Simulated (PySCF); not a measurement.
# C₄H₄F₂OS: a tour of settings

Which settings matter for C₄H₄F₂OS (`O=C1[C@@H](F)CS[C@@H]1F`), and how do bad ones show?

Computed with PySCF 2.14.0, with density-fitted response routines of our own, on a single molecule in the gas phase. Atoms are numbered from 0 throughout.

### Step 1. The starting structure

12 atoms, charge 0, multiplicity 1; geometry from: GFN2-xTB.

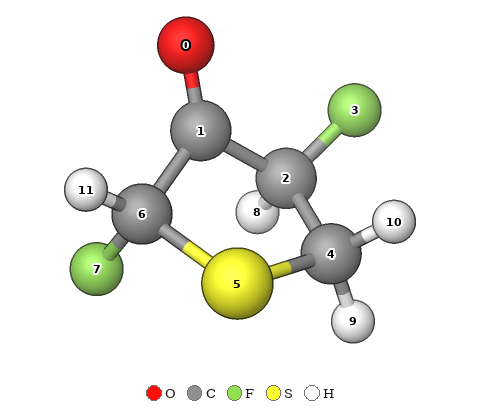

The starting geometry (oxygen red, carbon grey, fluorine green, sulfur yellow, hydrogen white), atoms numbered.

### Step 2. Nuclear shieldings: PBE0/pcSseg-1

Job settings and geometry (Å):

```
{"job": {"kind": "nmr", "xc": "PBE0", "basis": "pcSseg-1"}, "charge": 0, "multiplicity": 1}
O      1.085585    -1.117379     1.667445
C      0.725629    -0.528426     0.697250
C     -0.410321    -0.902677    -0.251058
F     -1.126555    -1.965132     0.221606
C     -1.293097     0.332895    -0.380594
S     -0.277764     1.788486     0.117033
C      1.249362     0.830985     0.241899
F      1.866475     0.717960    -0.979628
H      0.022919    -1.207592    -1.214248
H     -1.660359     0.494217    -1.392026
H     -2.131968     0.259352     0.310827
H      1.951292     1.296626     0.935469
```

With the program's defaults for keys left out, this is: GIAO PBE0/pcSseg-1 NMR shielding, non-relativistic, gas phase.

The run is started by

```
> OMP_NUM_THREADS=1 python probes_run.py task.json out
```

The driver reads the jobs from task.json and runs them one after another.

Log:

```text
coarse grid: 11712 points
cycle   1  E = -827.0083142132  dE =  1.358e+00  |g| = 9.897e-01  |ddm| = 3.287e+00
cycle   2  E = -826.3765269405  dE =  6.318e-01  |g| = 2.099e+00  |ddm| = 2.439e+00
cycle   3  E = -827.1814260966  dE = -8.049e-01  |g| = 1.863e-01  |ddm| = 1.873e+00
cycle   4  E = -827.1856858693  dE = -4.260e-03  |g| = 1.125e-01  |ddm| = 2.092e-01
cycle   5  E = -827.1876510908  dE = -1.965e-03  |g| = 1.580e-02  |ddm| = 8.489e-02
cycle   6  E = -827.1877026389  dE = -5.155e-05  |g| = 4.962e-03  |ddm| = 1.834e-02
cycle   7  E = -827.1877071675  dE = -4.529e-06  |g| = 1.355e-03  |ddm| = 4.886e-03
final grid: 112488 points
cycle   8  E = -827.2618530511  dE = -1.786e-05  |g| = 1.400e-02  |ddm| = 2.668e-02
cycle   9  E = -827.2617480689  dE =  1.050e-04  |g| = 2.750e-02  |ddm| = 2.955e-02
cycle  10  E = -827.2618898948  dE = -1.418e-04  |g| = 2.343e-03  |ddm| = 2.035e-02
cycle  11  E = -827.2618909909  dE = -1.096e-06  |g| = 3.038e-04  |ddm| = 2.164e-03
cycle  12  E = -827.2618910088  dE = -1.783e-08  |g| = 1.029e-04  |ddm| = 4.491e-04
cycle  13  E = -827.2618910104  dE = -1.638e-09  |g| = 3.790e-05  |ddm| = 1.100e-04
cycle  14  E = -827.2618910107  dE = -2.565e-10  |g| = 6.664e-06  |ddm| = 4.390e-05
converged SCF energy = -827.2618910107

GIAO shielding tensors (ppm)
atom      isotropic    diamagn.    paramagn.     s11        s22        s33       span
  0 O     -301.687     395.603    -697.290   -907.723   -359.452    362.113   1269.835
  1 C      -13.247     249.758    -263.006   -102.645     -7.831     70.734    173.379
  2 C       98.325     244.417    -146.093     61.560     84.934    148.480     86.921
  3 F      412.856     468.921     -56.065    361.171    428.732    448.664     87.493
  4 C      158.946     250.006     -91.059    146.012    157.277    173.550     27.538
  5 S      480.816    1053.881    -573.065    295.375    452.983    694.089    398.715
  6 C       86.762     248.959    -162.197     41.581     89.294    129.412     87.831
  7 F      346.176     474.966    -128.789    295.967    339.455    403.107    107.139
  8 H       25.917      28.366      -2.450     21.407     27.729     28.613      7.206
  9 H       28.278      28.534      -0.256     23.278     26.584     34.972     11.694
 10 H       28.514      28.797      -0.283     23.952     26.871     34.720     10.768
 11 H       26.125      28.877      -2.752     21.238     26.249     30.887      9.649
```

It took 15 s on 1 thread of Arm Neoverse V2, shared host; peak memory 0.74 GiB.

Shifts follow as δ = σ(reference) − σ, with reference shieldings (ppm) from runs at the same level and on the same kind of geometry: 1H TMS 31.72, 13C TMS 186.9, 19F CFCl3 170.9, 17O H2O 336.1, 33S CS2 504. The references are single molecules in the gas phase, so shifts against H2O, NH3, PH3, H3PO4 or CFCl3 are not on the usual liquid scales and can be off by tens of ppm.

```csv
atoms,environment,σ (ppm),δ (ppm),δ scaled to CDCl3
C1,ketone carbonyl carbon,-13.2,200.2,193.5
C6,"sp3 CH bonded to F and S, α to a carbonyl",86.8,100.2,91.4
C2,"sp3 CH bonded to F, α to a carbonyl",98.3,88.6,84.6
C4,sp3 CH2 bonded to S,158.9,28.0,21.0
H8,"hydrogen on an sp3 CH bonded to F, α to a carbonyl",25.92,5.80,5.57
H11,"hydrogen on an sp3 CH bonded to F and S, α to a carbonyl",26.12,5.59,5.38
H9,hydrogen on an sp3 CH2 bonded to S,28.28,3.44,3.35
H10,hydrogen on an sp3 CH2 bonded to S,28.51,3.20,3.12
O0,ketone oxygen,-301.7,637.8,–
F7,fluorine on an sp3 carbon,346.2,-175.2,–
F3,fluorine on an sp3 carbon,412.9,-241.9,–
S5,sulfide sulfur,481,23,–
```

The scaled column applies a straight-line fit of computed shieldings to shifts measured in CDCl3, with any fitted terms for Cl, Br or S neighbours; 19F shifts take a fit of their own (root-mean-square error 0.16 ppm for H, 1.9 ppm for C).

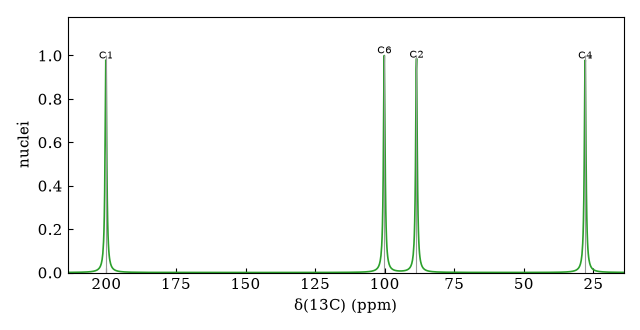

13C lines at the computed shifts, without couplings. Lines are broadened to a width of 0.69 ppm (Lorentzian).

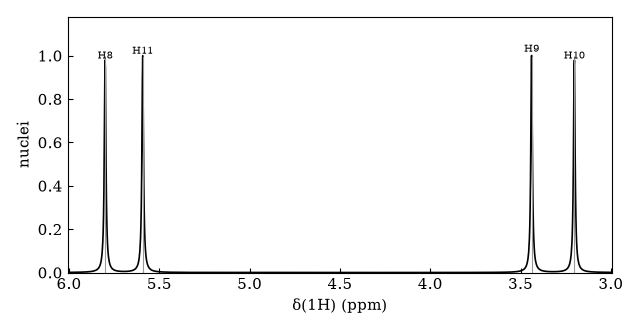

1H lines at the computed shifts, without couplings. Lines are broadened to a width of 0.01 ppm (Lorentzian).

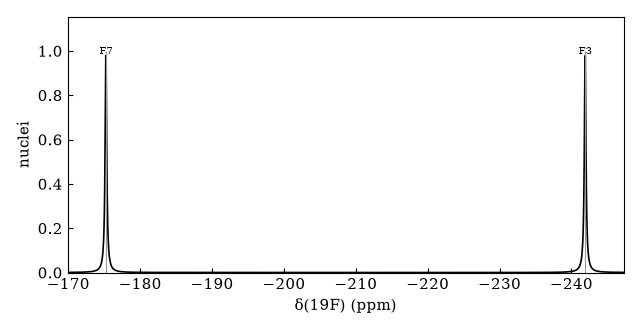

19F lines at the computed shifts, without couplings. Lines are broadened to a width of 0.27 ppm (Lorentzian).

The run also stored atomic charges by several schemes (e):

```
atoms  Mulliken    IAO  Hirshfeld  ESP fit
   O0     -0.30  -0.34      -0.20    -0.40
   C1      0.21   0.35       0.14     0.45
   C2      0.21   0.13       0.05     0.15
   F3     -0.30  -0.30      -0.10    -0.23
   C4     -0.32  -0.36      -0.08    -0.28
   S5      0.07   0.11       0.02    -0.11
   C6      0.05   0.02       0.04    -0.08
   F7     -0.30  -0.31      -0.11    -0.17
```

Hirshfeld charges:

| atom | value (e) |
| --- | --- |
| O0 | -0.20 |
| C1 | 0.14 |
| C2 | 0.05 |
| F3 | -0.10 |
| C4 | -0.08 |
| S5 | 0.02 |
| C6 | 0.04 |
| F7 | -0.11 |
| H8 | 0.06 |
| H9 | 0.05 |
| H10 | 0.05 |
| H11 | 0.06 |

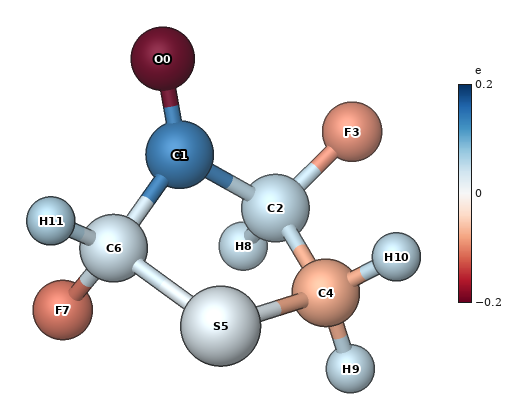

Hirshfeld charges, as colours on the atoms.

Mayer bond orders: O0–C1 2.08, C1–C2 0.88, C2–F3 0.92, C2–C4 0.99, C4–S5 0.98, S5–C6 1.05, C6–F7 0.87, C6–C1 0.91.

Ring of atoms C1, C2, C4, S5, C6: NICS(0) -4.5, NICS(1) -3.4, NICS(1)zz -1.3 ppm (means of both faces). The ring holds saturated atoms, so no π current runs round it: these values come from its σ bonds, any local π bonds and neighbouring rings, and say nothing of aromaticity.

### Step 3. TDDFT and polarisability: PBE0/def2-SVPD

Settings changed since step 2:

```diff
@@ -1,2 +1,2 @@
-{"job": {"kind": "nmr", "xc": "PBE0", "basis": "pcSseg-1"}, "charge": 0, "multiplicity": 1}
+{"job": {"kind": "uv", "xc": "PBE0", "basis": "def2-SVPD", "nstates": 6, "ntriplets": 2}, "charge": 0, "multiplicity": 1}
 O      1.085585    -1.117379     1.667445
```

Method: TDDFT PBE0/def2-SVPD, vertical, gas phase, core orbitals frozen in the response.

Log:

```text
coarse grid: 11712 points
cycle   1  E = -826.6423593538  dE =  1.289e+00  |g| = 9.294e-01  |ddm| = 4.902e+00
cycle   2  E = -826.0338055032  dE =  6.086e-01  |g| = 2.016e+00  |ddm| = 3.637e+00
cycle   3  E = -826.8047824031  dE = -7.710e-01  |g| = 1.656e-01  |ddm| = 2.801e+00
cycle   4  E = -826.8081119649  dE = -3.330e-03  |g| = 1.060e-01  |ddm| = 2.826e-01
cycle   5  E = -826.8100268818  dE = -1.915e-03  |g| = 1.431e-02  |ddm| = 1.080e-01
cycle   6  E = -826.8100709614  dE = -4.408e-05  |g| = 4.567e-03  |ddm| = 3.610e-02
cycle   7  E = -826.8100752949  dE = -4.333e-06  |g| = 1.281e-03  |ddm| = 8.303e-03
final grid: 112488 points
cycle   8  E = -826.9113604981  dE = -1.520e-05  |g| = 1.347e-02  |ddm| = 1.035e-01
cycle   9  E = -826.9112617573  dE =  9.874e-05  |g| = 2.621e-02  |ddm| = 4.831e-02
cycle  10  E = -826.9113960019  dE = -1.342e-04  |g| = 2.355e-03  |ddm| = 3.269e-02
cycle  11  E = -826.9113971763  dE = -1.174e-06  |g| = 3.258e-04  |ddm| = 3.256e-03
cycle  12  E = -826.9113971986  dE = -2.222e-08  |g| = 9.744e-05  |ddm| = 1.018e-03
cycle  13  E = -826.9113972003  dE = -1.737e-09  |g| = 3.683e-05  |ddm| = 2.181e-04
cycle  14  E = -826.9113972006  dE = -2.892e-10  |g| = 9.017e-06  |ddm| = 7.364e-05
converged SCF energy = -826.9113972006

Static polarisability (au): isotropic 68.532, principal 58.135 70.792 76.670

Singlet excitations
state   eV       nm        f      main configurations
  1   4.1276    300.4   0.00598   H-1->L 0.50, H->L 0.46
  2   4.8494    255.7   0.02873   H->L 0.50, H-1->L 0.46
  3   5.9238    209.3   0.00721   H->L+1 0.92
  4   6.5759    188.5   0.00144   H->L+2 0.85, H-2->L 0.10
  5   6.6919    185.3   0.00694   H-2->L 0.86, H->L+2 0.10
  6   6.9848    177.5   0.01634   H-1->L+1 0.66, H->L+3 0.23

Triplet excitations (Tamm-Dancoff, eV): 3.5022 4.3865
```

Run time: 25 s. Hardware: 1 thread of Arm Neoverse V2, shared host; peak memory 0.85 GiB.

Frontier orbitals and where they lie:

| orbital | eV | atoms |
| --- | --- | --- |
| HOMO−3 | -10.73 | F7 24 %, S5 17 %, C6 16 % |
| HOMO−2 | -9.88 | S5 39 %, F3 15 %, C2 11 % |
| HOMO−1 | -8.28 | O0 39 %, S5 19 %, C6 10 % |
| HOMO | -7.67 | S5 55 %, O0 12 %, C4 9 % |
| LUMO | -1.82 | C1 33 %, O0 31 %, S5 12 % |
| LUMO+1 | -0.09 | S5 56 %, C4 13 %, C6 8 % |
| LUMO+2 | 0.14 | S5 36 %, C4 11 %, C2 11 % |

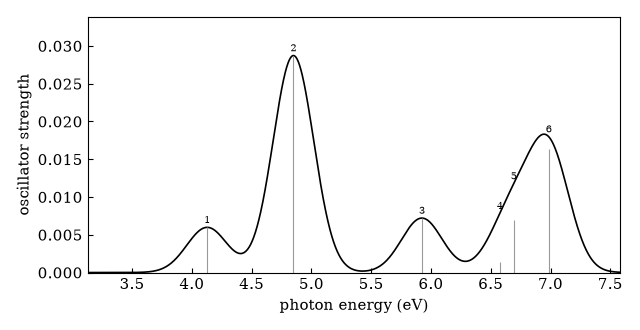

Absorption spectrum from the 6 singlet states computed; above the last one it falls off for lack of states. Lines are broadened to a width of 0.40 eV (Gaussian).

Ground-state properties from the same run:

| property | computed |
| --- | --- |
| dipole moment (D) | 2.46 |
| polarisability (Å³) | 10.16 |
| HOMO–LUMO gap (eV) | 5.85 |
| −ε(HOMO) (eV) | 7.67 |

### Step 4. NMR shieldings: HCTH407/def2-SVPD

Settings changed since step 3:

```diff
@@ -1,2 +1,2 @@
-{"job": {"kind": "uv", "xc": "PBE0", "basis": "def2-SVPD", "nstates": 6, "ntriplets": 2}, "charge": 0, "multiplicity": 1}
+{"job": {"kind": "nmr", "xc": "HCTH407", "basis": "def2-SVPD", "pop": true, "scf": {"conv": 1e-07, "damp": 0.1}}, "charge": 0, "multiplicity": 1}
 O      1.085585    -1.117379     1.667445
```

Method: GIAO HCTH407/def2-SVPD NMR shielding, non-relativistic, gas phase.

Log:

```text
damping 0.10 in the first 6 cycles
final grid: 112488 points
cycle   1  E = -827.2641694158  dE =  1.123e+00  |g| = 1.017e+00  |ddm| = 5.144e+00
cycle   2  E = -826.2535113083  dE =  1.011e+00  |g| = 2.426e+00  |ddm| = 4.210e+00
cycle   3  E = -824.7760706590  dE =  1.477e+00  |g| = 3.601e+00  |ddm| = 6.075e+00
cycle   4  E = -808.5536143158  dE =  1.622e+01  |g| = 7.859e+00  |ddm| = 2.448e+01
cycle   5  E = -729.3427022871  dE =  7.921e+01  |g| = 1.385e+01  |ddm| = 1.971e+02
cycle   6  E = -675.2016968863  dE =  5.414e+01  |g| = 1.532e+01  |ddm| = 2.172e+02
cycle   7  E = -469.4218356961  dE =  2.058e+02  |g| = 2.231e+01  |ddm| = 1.736e+02
cycle   8  E = -772.9750502438  dE = -3.036e+02  |g| = 1.039e+01  |ddm| = 1.381e+02
cycle   9  E = -779.2575099520  dE = -6.282e+00  |g| = 8.033e+00  |ddm| = 6.073e+01
cycle  10  E = -753.5033698083  dE =  2.575e+01  |g| = 1.363e+01  |ddm| = 6.161e+01
cycle  11  E = -816.7896465031  dE = -6.329e+01  |g| = 5.969e+00  |ddm| = 4.192e+01
cycle  12  E = -823.3366887364  dE = -6.547e+00  |g| = 3.670e+00  |ddm| = 1.282e+01
cycle  13  E = -824.9192066163  dE = -1.583e+00  |g| = 3.176e+00  |ddm| = 7.875e+00
cycle  14  E = -827.0083251047  dE = -2.089e+00  |g| = 1.414e+00  |ddm| = 4.460e+00
cycle  15  E = -826.7480975996  dE =  2.602e-01  |g| = 1.681e+00  |ddm| = 4.350e+00
cycle  16  E = -827.4201647803  dE = -6.721e-01  |g| = 3.948e-01  |ddm| = 3.710e+00
cycle  17  E = -827.4415389181  dE = -2.137e-02  |g| = 2.818e-01  |ddm| = 8.827e-01
cycle  18  E = -827.4550864292  dE = -1.355e-02  |g| = 1.225e-01  |ddm| = 4.530e-01
cycle  19  E = -827.4585492220  dE = -3.463e-03  |g| = 2.890e-02  |ddm| = 2.541e-01
cycle  20  E = -827.4587536156  dE = -2.044e-04  |g| = 7.387e-03  |ddm| = 6.265e-02
cycle  21  E = -827.4587659159  dE = -1.230e-05  |g| = 2.850e-03  |ddm| = 1.985e-02
cycle  22  E = -827.4587674940  dE = -1.578e-06  |g| = 8.769e-04  |ddm| = 4.455e-03
cycle  23  E = -827.4587676626  dE = -1.686e-07  |g| = 3.053e-04  |ddm| = 2.326e-03
cycle  24  E = -827.4587676860  dE = -2.339e-08  |g| = 1.222e-04  |ddm| = 9.040e-04
converged SCF energy = -827.4587676860

GIAO shielding tensors (ppm)
atom      isotropic    diamagn.    paramagn.     s11        s22        s33       span
  0 O     -203.932     373.834    -577.766   -725.850   -249.924    363.977   1089.827
  1 C        4.730     256.803    -252.073    -70.548      2.766     81.972    152.521
  2 C      105.748     239.149    -133.401     68.277     92.394    156.573     88.296
  3 F      404.727     459.950     -55.223    361.199    412.511    440.471     79.272
  4 C      163.481     251.433     -87.952    153.181    160.576    176.687     23.505
  5 S      511.675    1053.248    -541.573    366.708    488.492    679.825    313.117
  6 C       91.909     247.833    -155.925     43.327     96.957    135.442     92.116
  7 F      336.694     465.964    -129.270    292.283    330.257    387.544     95.261
  8 H       25.789      28.520      -2.732     21.490     27.400     28.476      6.986
  9 H       28.407      27.065       1.342     23.704     27.010     34.506     10.802
 10 H       28.686      25.993       2.693     24.266     27.450     34.343     10.077
 11 H       26.230      29.225      -2.994     21.284     26.762     30.646      9.362
```

Wall time 50 s (1 thread of Arm Neoverse V2, shared host); peak memory 0.73 GiB.

This run: δ C1 185.5, C6 98.3, C2 84.5, C4 26.8, H8 6.08, H11 5.63 ppm.

### Step 5. NMR shieldings: PBE0/pcSseg-1

Settings changed since step 4:

```diff
@@ -1,2 +1,2 @@
-{"job": {"kind": "nmr", "xc": "HCTH407", "basis": "def2-SVPD", "pop": true, "scf": {"conv": 1e-07, "damp": 0.1}}, "charge": 0, "multiplicity": 1}
+{"job": {"kind": "nmr", "xc": "PBE0", "basis": "pcSseg-1", "pop": true, "grid": 3, "scf": {"guess": "vsap"}}, "charge": 0, "multiplicity": 1}
 O      1.085585    -1.117379     1.667445
```

Method: GIAO PBE0/pcSseg-1 NMR shielding, non-relativistic, gas phase.

Log:

```text
final grid: 157192 points
cycle   1  E = -823.1143988771  dE =  2.579e+00  |g| = 3.722e+00  |ddm| = 1.253e+01
cycle   2  E = -811.1031751205  dE =  1.201e+01  |g| = 7.568e+00  |ddm| = 1.371e+01
cycle   3  E = -826.7826994606  dE = -1.568e+01  |g| = 1.395e+00  |ddm| = 6.674e+00
cycle   4  E = -827.1279068759  dE = -3.452e-01  |g| = 7.892e-01  |ddm| = 2.285e+00
cycle   5  E = -827.2534937534  dE = -1.256e-01  |g| = 2.136e-01  |ddm| = 7.628e-01
cycle   6  E = -827.2593949865  dE = -5.901e-03  |g| = 1.152e-01  |ddm| = 2.470e-01
cycle   7  E = -827.2616425101  dE = -2.248e-03  |g| = 3.372e-02  |ddm| = 1.045e-01
cycle   8  E = -827.2618822038  dE = -2.397e-04  |g| = 6.365e-03  |ddm| = 3.732e-02
cycle   9  E = -827.2618888503  dE = -6.647e-06  |g| = 2.352e-03  |ddm| = 6.052e-03
cycle  10  E = -827.2618898460  dE = -9.957e-07  |g| = 4.721e-04  |ddm| = 2.466e-03
cycle  11  E = -827.2618899030  dE = -5.698e-08  |g| = 2.016e-04  |ddm| = 9.777e-04
cycle  12  E = -827.2618899090  dE = -6.017e-09  |g| = 9.773e-05  |ddm| = 2.212e-04
cycle  13  E = -827.2618899108  dE = -1.773e-09  |g| = 2.515e-05  |ddm| = 1.144e-04
cycle  14  E = -827.2618899110  dE = -1.644e-10  |g| = 1.020e-05  |ddm| = 4.100e-05
converged SCF energy = -827.2618899110

GIAO shielding tensors (ppm)
atom      isotropic    diamagn.    paramagn.     s11        s22        s33       span
  0 O     -301.686     395.603    -697.289   -907.719   -359.452    362.112   1269.830
  1 C      -13.249     249.758    -263.007   -102.646     -7.833     70.733    173.380
  2 C       98.325     244.418    -146.093     61.560     84.935    148.481     86.921
  3 F      412.857     468.921     -56.064    361.172    428.733    448.664     87.492
  4 C      158.947     250.006     -91.059    146.014    157.276    173.551     27.538
  5 S      480.807    1053.881    -573.074    295.369    452.975    694.077    398.709
  6 C       86.763     248.958    -162.195     41.582     89.295    129.413     87.832
  7 F      346.179     474.966    -128.787    295.972    339.459    403.106    107.134
  8 H       25.917      28.367      -2.450     21.407     27.729     28.613      7.206
  9 H       28.278      28.534      -0.256     23.278     26.584     34.972     11.694
 10 H       28.514      28.797      -0.283     23.952     26.871     34.720     10.768
 11 H       26.125      28.877      -2.752     21.238     26.249     30.887      9.649
```

Wall time 22 s (1 thread of Arm Neoverse V2, shared host); peak memory 0.73 GiB.

This run: δ C1 200.2, C6 100.2, C2 88.6, C4 28.0, H8 5.80, H11 5.59 ppm.

### Step 6. J couplings: HCTH407/pcJ-1

Settings changed since step 5:

```diff
@@ -1,2 +1,2 @@
-{"job": {"kind": "nmr", "xc": "PBE0", "basis": "pcSseg-1", "pop": true, "grid": 3, "scf": {"guess": "vsap"}}, "charge": 0, "multiplicity": 1}
+{"job": {"kind": "j", "xc": "HCTH407", "basis": "pcJ-1", "scf": {"diis": false, "max_cycle": 81}}, "charge": 0, "multiplicity": 1}
 O      1.085585    -1.117379     1.667445
```

Method: HCTH407/pcJ-1 indirect spin-spin coupling, non-relativistic, gas phase.

Log:

```text
final grid: 112488 points
cycle   1  E = -825.1310683546  dE = -6.455e+00  |g| = 1.118e+00  |ddm| = 3.187e+00
cycle   2  E = -823.7073434101  dE =  1.424e+00  |g| = 2.873e+00  |ddm| = 3.648e+00
cycle   3  E = -821.1026945889  dE =  2.605e+00  |g| = 4.971e+00  |ddm| = 5.260e+00
cycle   4  E = -791.9581476531  dE =  2.914e+01  |g| = 1.027e+01  |ddm| = 1.237e+01
cycle   5  E = -714.3469060564  dE =  7.761e+01  |g| = 2.034e+01  |ddm| = 3.722e+01
cycle   6  E = -671.6029427104  dE =  4.274e+01  |g| = 1.771e+01  |ddm| = 4.264e+01
cycle   7  E = -490.2390574984  dE =  1.814e+02  |g| = 2.725e+01  |ddm| = 2.998e+01
cycle   8  E = -540.9079924943  dE = -5.067e+01  |g| = 3.126e+01  |ddm| = 5.099e+01
cycle   9  E = -503.1318826862  dE =  3.778e+01  |g| = 2.675e+01  |ddm| = 5.049e+01
cycle  10  E = -536.8820698939  dE = -3.375e+01  |g| = 3.134e+01  |ddm| = 5.186e+01
[... 61 cycles left out ...]
cycle  72  E = -536.3198324643  dE = -3.024e+01  |g| = 3.133e+01  |ddm| = 5.226e+01
cycle  73  E = -506.0824292312  dE =  3.024e+01  |g| = 2.600e+01  |ddm| = 5.226e+01
cycle  74  E = -536.3198324643  dE = -3.024e+01  |g| = 3.133e+01  |ddm| = 5.226e+01
cycle  75  E = -506.0824292312  dE =  3.024e+01  |g| = 2.600e+01  |ddm| = 5.226e+01
cycle  76  E = -536.3198324643  dE = -3.024e+01  |g| = 3.133e+01  |ddm| = 5.226e+01
cycle  77  E = -506.0824292312  dE =  3.024e+01  |g| = 2.600e+01  |ddm| = 5.226e+01
cycle  78  E = -536.3198324643  dE = -3.024e+01  |g| = 3.133e+01  |ddm| = 5.226e+01
cycle  79  E = -506.0824292312  dE =  3.024e+01  |g| = 2.600e+01  |ddm| = 5.226e+01
cycle  80  E = -536.3198324643  dE = -3.024e+01  |g| = 3.133e+01  |ddm| = 5.226e+01
cycle  81  E = -506.0824292312  dE =  3.024e+01  |g| = 2.600e+01  |ddm| = 5.226e+01
SCF not converged, last energy = -506.0824292312
```

Wall time 2 min (1 thread of Arm Neoverse V2, shared host); peak memory 0.76 GiB.

**What went wrong.** The SCF swings between two densities 30.24 Eh apart: plain iteration without DIIS overshoots. Cure: turn DIIS on. Numbers printed on the way are no properties of the molecule.

### Step 7. Results

| quantity | value |
| --- | --- |
| 13C shifts against TMS (PBE0/pcSseg-1) | 200.2, 100.2, 88.6, 28.0 ppm |
| 1H shifts against TMS (PBE0/pcSseg-1) | 5.80, 5.59, 3.44, 3.20 ppm |
| 17O shifts against H2O (PBE0/pcSseg-1) | 637.8 ppm |
| 19F shifts against CFCl3 (PBE0/pcSseg-1) | -175.2, -241.9 ppm |
| 33S shifts against CS2 (PBE0/pcSseg-1) | 23 ppm |
| lowest singlet (PBE0/def2-SVPD) | 4.13 eV (300 nm), f = 0.006 |
| brightest single state of those computed | state 2, 4.85 eV, f = 0.029 |
| lowest triplet | 3.50 eV |
| property runs in this session | 5, of which 1 failed and 0 gave unsound results |

**Reading.** Single values in the summary come from the first sound run of each kind (PBE0/pcSseg-1; PBE0/def2-SVPD), which need not be the best level. The most deshielded carbon is C1 (ketone carbonyl carbon), at 200.2 ppm: low-lying n→π* states of the double bond to the heteroatom give a large paramagnetic term (-263 ppm). The most deshielded hydrogen is H8 (hydrogen on an sp3 CH bonded to F, α to a carbonyl), at 5.80 ppm: its carbon carries F, hence the downfield position. At PBE0/pcSseg-1: The largest span, 1270 ppm, is at O0, where the paramagnetic term is -697 ppm. The first singlet state (HOMO−1→LUMO 0.50, HOMO→LUMO 0.46) lies at 4.13 eV and is weak; of the 6 states computed, the strongest absorption comes from state 2 at 4.85 eV. The lowest triplet lies 0.63 eV below the lowest singlet (triplets in Tamm-Dancoff, singlets in full TDDFT).
